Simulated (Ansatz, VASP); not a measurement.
# HgGe: VASP beside Ansatz

Aim: how closely do two programs agree when they are given the same cell, functional and k mesh? The cell is invented: As first built, before any earlier steps moved the atoms: it takes the MgZr structure with all of its atoms replaced by other elements, volume scaled by an estimate. It may not be a known or stable phase. The cell comes out of the VASP series on this material, whose earlier steps may have relaxed, scaled or displaced it; both programs get it as it stands.

Program: Ansatz 0.2.0. Level of theory: plane waves, with VASP 6.6.1 beside it; zone-centre phonons at LDA. Results are calculated unless marked as measured.

**1. The starting structure**

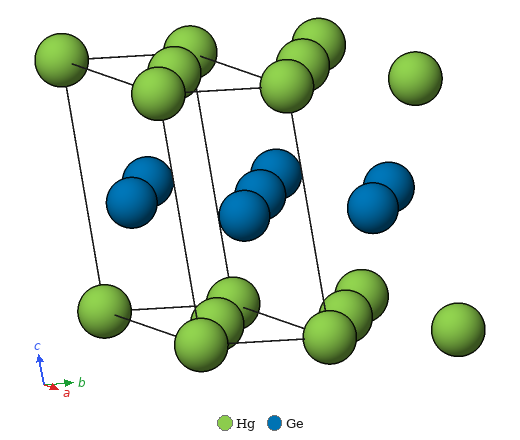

Start, viewed slightly off an axis; mercury green, germanium blue. 1×2×1 cells are drawn. This picture shows the conventional cell, with its axes. Some periodic images of atoms are drawn too.

**2. Ansatz: zone-centre phonons, LDA**

Ansatz runs on its default PAW (the set named soft_2) files.

Second derivatives magnify differences that forces hide, and they need a tight electronic threshold.

Contents of input.yaml:

```yaml
crystal:
  lattice:
    - [2.6847845886, -1.4743834336, -0.1659562074]
    - [2.6847845886, 1.4743834336, -0.1659562074]
    - [-2.0691724146, 0.0, 5.2024629283]
  atoms:
    - { symbol: Hg, position: [0.0012163761, 0.0012163761, 0.9995450155] }
    - { symbol: Ge, position: [0.4983348269, 0.4983348269, 0.4997829845] }
hamiltonian:
  xc: lda
  pseudopotentials: { kind: paw }
kpoints:
  mp_grid: { grid: [8, 8, 4] }
scf:
  occupations: { method: fermi_dirac, width: 0.05 }
phonons:
  method: dfpt
  qpoints: [[0, 0, 0]]
```

Started as:

```console
$ ansatz run input.yaml --threads 4 --pin off --max-ram 9216MiB --backend cpu --events-out ev --progress --plain --runs-dir out
```

Numbers of over 12 decimals in the logs are rounded to 6 here.

The log of the run:

```text
zone centre: on kpoints.mp_grid the ground state, and the responses unless they are solved on pairs of k-points, stand on 78 of the mesh's 256 k-points, reduced under 2 symmetry operations, with k and −k counted as one. Each operation leaves every solved displacement unchanged or reverses it
Engine: ansatz 0.2.0, aarch64-unknown-linux-gnu
Pseudopotentials: kind: paw
Pseudopotential: Hg, paw, valence charge 20, recommended cutoff 420 eV (normal), Hg.paw.azcp
Pseudopotential: Ge, paw, valence charge 14, recommended cutoff 420 eV (normal), Ge.paw.azcp
Functional definition: SPW92
  exchange = slater_x
  correlation = pw_c
Crystal: 2 atoms, lattice volume = 40.174 Å³
Basis set: ecut = 420 eV, 777 PW (Γ), exchange–correlation on 48×48×80 points (8 copies of the dense FFT grid, shifted against one another)
Bands: 21, of which v1, the nominal top of the filled ones, is band 17 counted from 1 (16 counted from 0)
Symmetry: 2 space group operations
k-points: 78 of 256 (time reversal used)
Non-local potential: Hg, projectors of the file, l = 0: 3, l = 1: 2, l = 2: 2, l = 3: 1
Non-local potential: Ge, projectors of the file, l = 0: 2, l = 1: 2, l = 2: 3, l = 3: 1
PAW form: soft (Blöchl's): semilocal exchange-correlation on the pseudo side does not see the compensation charge
PAW frozen core: Hg, regenerated for the run's functional, and the local potential with it (the file was generated under x = pbe(κ = 0.804, μ = 0.219515), c = pbe(β = 0.066725))
PAW frozen core: Ge, regenerated for the run's functional, and the local potential with it (the file was generated under x = pbe(κ = 0.804, μ = 0.219515), c = pbe(β = 0.066725))
PAW one-centre angular grid: Hg, 590 points (default); XC on 64 Gauss nodes
PAW one-centre angular grid: Ge, 590 points (default); XC on 64 Gauss nodes
Initial density: superposition of atomic densities (neutral atoms: chi_scale 0, normalization atom), corrected by the library's trained network
Initial wavefunctions: pseudopotential atomic-orbital guess
Functional: x = slater, c = lda
SCF iter   1: F=—  HF=-17737.676644 eV  |F-HF|=—  |Δ(HF+E_count)|=         —  Δρ=5.60e-3  dr2=1.12e-2  ethr=1.77e-3  ⟨swp⟩=5.6  Hψ=6690  notcnv=0
preconditioner: auto → Kerker (q_TF=auto, 2.653 Å⁻¹)  [metal: Δε(μ)=0.063 eV  Ē_g=18.005 eV  σ=0.050 eV  W_gap=0.30  n_scr=16 (ndim 8)  ℏωp=29.9 eV  f_vac=0.000  D(μ)=0.94/eV (n_scr^D=2)]
SCF iter   2: F=—  HF=-17737.674428 eV  |F-HF|=—  |Δ(HF+E_count)|=   2.22e-3  Δρ=2.73e-3  dr2=2.83e-3  ethr=3.31e-5  ⟨swp⟩=2.7  Hψ=3256  notcnv=0
SCF iter   3: F=—  HF=-17737.673642 eV  |F-HF|=—  |Δ(HF+E_count)|=   7.86e-4  Δρ=7.77e-4  dr2=1.82e-4  ethr=8.32e-6  ⟨swp⟩=2.3  Hψ=2142  notcnv=0
SCF iter   4: F=—  HF=-17737.673582 eV  |F-HF|=—  |Δ(HF+E_count)|=   6.05e-5  Δρ=2.64e-4  dr2=3.28e-5  ethr=5.34e-7  ⟨swp⟩=2.0  Hψ=2080  notcnv=0
SCF iter   5: F=—  HF=-17737.673566 eV  |F-HF|=—  |Δ(HF+E_count)|=   1.56e-5  Δρ=8.29e-5  dr2=3.15e-6  ethr=9.64e-8  ⟨swp⟩=2.0  Hψ=2568  notcnv=0
SCF iter   6: F=—  HF=-17737.673557 eV  |F-HF|=—  |Δ(HF+E_count)|=   9.41e-6  Δρ=2.53e-5  dr2=1.97e-7  ethr=9.26e-9  ⟨swp⟩=2.0  Hψ=2637  notcnv=0
SCF iter   7: F=—  HF=-17737.673557 eV  |F-HF|=—  |Δ(HF+E_count)|=   3.60e-8  Δρ=5.76e-6  dr2=2.06e-8  ethr=5.79e-10  ⟨swp⟩=2.2  Hψ=2716  notcnv=0
SCF iter   8: F=—  HF=-17737.673557 eV  |F-HF|=—  |Δ(HF+E_count)|=   3.22e-9  Δρ=9.17e-7  dr2=6.63e-10  ethr=6.05e-11  ⟨swp⟩=2.0  Hψ=2112  notcnv=0
SCF iter   9: F=—  HF=-17737.673557 eV  |F-HF|=—  |Δ(HF+E_count)|=  1.13e-10  Δρ=1.79e-7  dr2=1.49e-11  ethr=1.95e-12  ⟨swp⟩=2.0  Hψ=2547  notcnv=0
SCF iter  10: F=-17737.673557 eV  HF=-17737.673557 eV  |F-HF|=7.28e-12  |Δ(HF+E_count)|=  7.28e-12  Δρ=3.75e-8  dr2=9.46e-13  ethr=1.00e-12  ⟨swp⟩=5.3  Hψ=6469  notcnv=0
SCF 1 converged in 10 iterations: F = -17737.673557 eV  dr2 = 9.46e-13
  greatest PAW one-centre occupation: 1.000 electrons in one spin orbital (limit 2), on the Hg atom at site 0 (counted from 0), in its partial waves of l = 0
DFPT response loops at Γ: preconditioner auto → Kerker (q_TF=auto, 2.653 Å⁻¹) (partly filled bands, converged f_vac=0.000); β = 1.00, the filter's whole step (`scf.mixing.beta` (0.50) is not read by the response loops under this deck's `scf.mixing.preconditioner`; to damp them name `kerker` or `kerker_dos`, under which they read `scf.mixing.beta`, and type it under 1.00, their step now; both keys bind the ground state too); Broyden in place of MSR1
SCF converged after 10 iterations
Free energy (F): -17737.673557 eV
Harris-Foulkes:  -17737.673557 eV  (|F-HF|=7.28e-12)
Internal energy: -17737.665909 eV  (E = F + TS)
E sigma→0 (E₀):  -17737.669733 eV
Entropy (-TS):   -0.007647 eV (-3.824 meV/atom)
Fermi energy:    13.903521 eV
--- Per-component energies (eV) ---
  E_band       = -487.664209
  E_kinetic    = 716.014718
  E_local      = -4577.266308  (includes V_loc(G=0)·N_el)
  E_nonlocal   = 496.807480
  E_hartree    = 1980.469171
  E_xc         = -295.292044
  E_vxc        = -328.447659  (∫ρ·V_xc dr)
  E_paw        = -11591.491779  (= ΣΔE_a)
  E_vpaw       = -755.711893  (= ΣTr[D̂ρ^β])
  E_aug_tail   = 0.001145  (compensation charges beyond the density's cutoff)
  E_ewald      = -4469.392710
  E_core_change = 2.484419  (= ΣΔE_core)
  E_smearing   = -0.007647  (= −TS)
  E_closure    = 0.000000  (closes the sum)
  Σ components = -17737.673557   (vs F -17737.673557, Δ=0.00e0)
--- Band table (eV; the first three rows and the last of 78) ---
  k-point 0: bands = [... 13 lower, 7.3427, 7.4699, 9.5518, 9.7997, 20.6610, 21.7981, 25.1920, 26.3577]
  k-point 1: bands = [... 13 lower, 7.1236, 7.3465, 7.4714, 13.2310, 20.8746, 21.8748, 22.0729, 25.9158]
  k-point 2: bands = [... 13 lower, 6.6975, 7.3307, 7.4728, 17.3626, 17.5679, 21.1256, 21.9547, 25.6044]
  k-point 77: bands = [... 13 lower, 7.2332, 8.0238, 10.0833, 14.1939, 14.7650, 16.1084, 16.7235, 19.1558]
--- Phonons (Γ-DFPT): 6 representative perturbations + reference, on 78 of 256 k-points (Σ response iterations 18) ---
  k mesh reduced under 2 symmetry operations, with k and −k counted as one. Each operation leaves every solved displacement unchanged or reverses it
  ASR residual: 1.620e-4 → 0.000e0 eV/Å²; symmetrization residual: 3.315e-5 eV/Å²
  ASR residual per site (eV/Å²): 1.62e-4 2.33e-5
  Γ frequencies (cm⁻¹): -16.12 -13.89 0.00 0.00 0.00 125.93
  non-analytic LO–TO correction: not included (Born effective charges unavailable; polar crystals: no LO–TO splitting at Γ)
--- Phonons (arbitrary-q DFPT): 1 explicit q-point ---
  q = [0, 0, 0] (of the zone-centre solve; hermiticity 2.18e-5, symmetrization 9.78e-14): -16.12 -13.89 -0.00 -0.00 0.00 125.93
  sum rule: each row above includes the acoustic sum rule's correction from the zone centre's row sums; it moved no ω² by more than (0.48 cm⁻¹)²
```

The job ended after 10 s (4 threads of Arm Neoverse V2, shared host; peak memory 0.48 GiB; 37 s of CPU time).

(Continued in part 2 of 2.)

[Lines on the potential files, build, host, timing and source positions are cut from VASP's logs without a mark.]

[Logs are printed without paths, hosts, clocks, repeated set-up lines and the standing remarks that a program may print on its own settings, such as how far it seeks lower states.]

[Hosts, paths, dates, database ids (printed as entryN), source tags and the programs' standing remarks are cut or masked in the printed files.]
